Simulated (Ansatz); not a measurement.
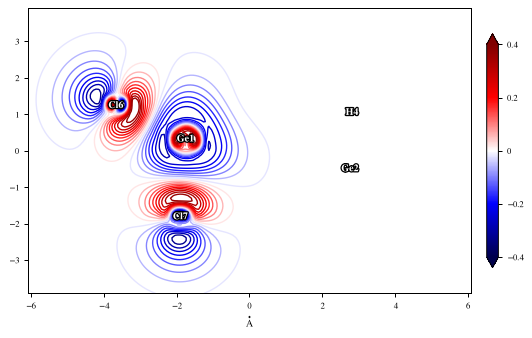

Figure 1: Cl$_{3}$FGe···GeH$_{4}$. The LUMO on the plane of atoms Cl6, Ge1 and Cl7 (values in Å⁻³ᐟ²; the overall sign is arbitrary).

Method: RKS PBE/def2-SVP (Ansatz).

```xyz
10

Ge    0.6674    0.2324   -0.9610
Ge   -0.2639    0.3458    3.5306
H    -1.6150   -0.4066    3.4478
H     0.8994   -0.6744    3.5362
H    -0.2226    1.1841    4.8339
Cl    1.5430   -0.1301   -2.8806
Cl   -1.0000    1.5633   -1.1169
Cl    0.0995   -1.6084   -0.0219
F     1.8678    0.9918    0.0398
H    -0.1238    1.2907    2.3127
```

### Describe this orbital and give its energy.

By Hirshfeld shares it lies mainly on Ge1 (about 30 %), Cl8 (about 20 %), Cl6 (about 20 %), Cl7 (about 20 %) and F9 (about 10 %). Its energy is −3.31 eV.
